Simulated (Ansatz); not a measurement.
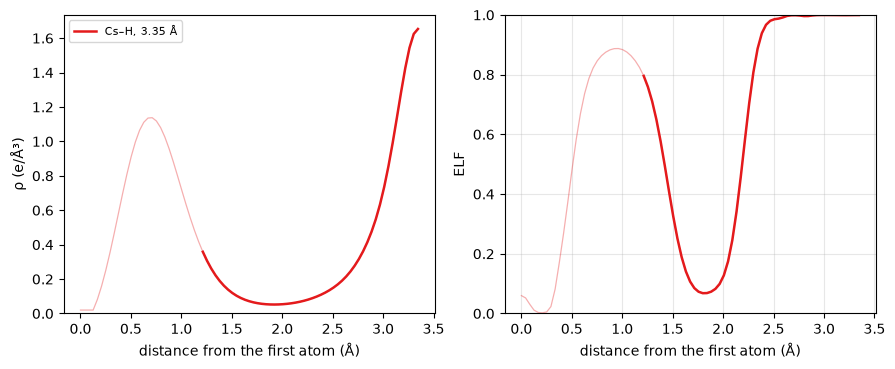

Cs3H. Valence charge density (pseudo) and ELF along straight lines between neighbouring atoms. Thin, pale parts lie inside the atomic spheres.

Space group P-3m1; a structure generated by program, which may or may not match a known phase.

All numbers below come from Ansatz, DFT PBE, scalar-relativistic, plane waves, PAW.

Core electrons are frozen (PAW), and the valence fields are smoothed inside the atomic spheres.

### What can be read from the curves?

Cs–H (3.35 Å): ρ at the midpoint is about 0.07 e/Å³; the ELF climbs to about 1 towards the hydrogen.
